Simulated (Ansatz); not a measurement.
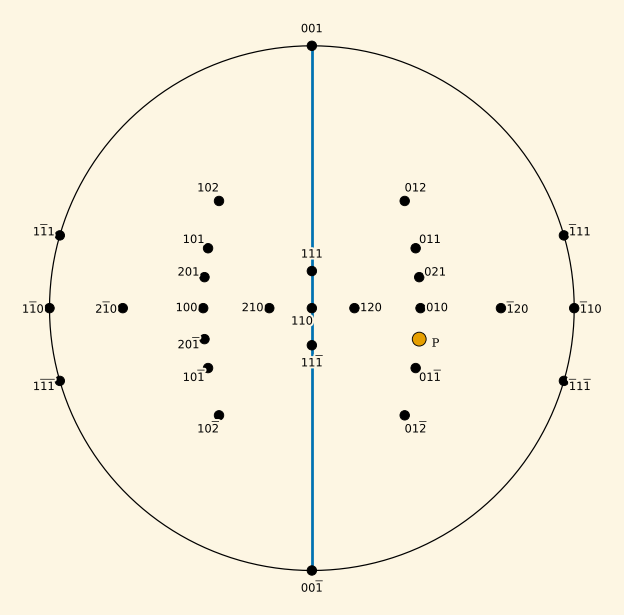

Stereographic projection of plane normals (upper hemisphere) centred on (1 1 0). Crystal: Si2Mo, the end point of a relaxation with Ansatz, DFT, LDA, all-electron LAPW, scalar-relativistic. All values are computed from the atomic coordinates in the standard setting (tolerance 0.002 Å).

a = 3.175 Å, b = 3.175 Å, c = 7.778 Å, α = 90.00°, β = 90.00°, γ = 90.00°.

**Index the pole marked P.**

P is (0 2 −1), 46.1° from the centre.

**Which zone does the coloured great circle trace?**

The zone [1 −1 0]: its poles satisfy h − k = 0.

**What is the angle between the normals of (1 1 0) and (1 1 −1), and what are their d_hkl = 1/|g|?**

16.1°; d = 2.245 Å and 2.157 Å.
